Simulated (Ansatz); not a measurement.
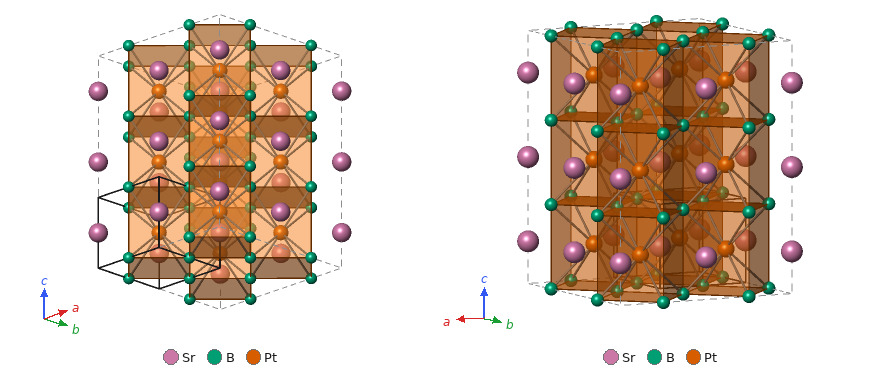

Polyhedra are drawn about Pt (bonds: B–Pt below 3.1 Å); other atoms are plain spheres. Two views of the same piece.

SrB2Pt (space group P4/mmm, No. 123): the geometry relaxed with Ansatz, DFT PBE, scalar-relativistic, plane waves, PAW; the starting structure was generated, so it need not be a known form of this composition.

Q: What figure surrounds each Pt atom, and what does it share with the other drawn polyhedra?

A: Pt: PtB8 cube, sharing corners with eight neighbours, edges with four neighbours and faces with two neighbours.

Q: How do these polyhedra hang together as a whole?

A: They form a three-dimensional framework of corner-, edge- and face-sharing cubes.

Q: How far apart are the centres of linked polyhedra?

A: Centre to centre across a shared corner: 5.57 Å; across a shared edge: 4.20 Å; across a shared face: 3.67 Å.
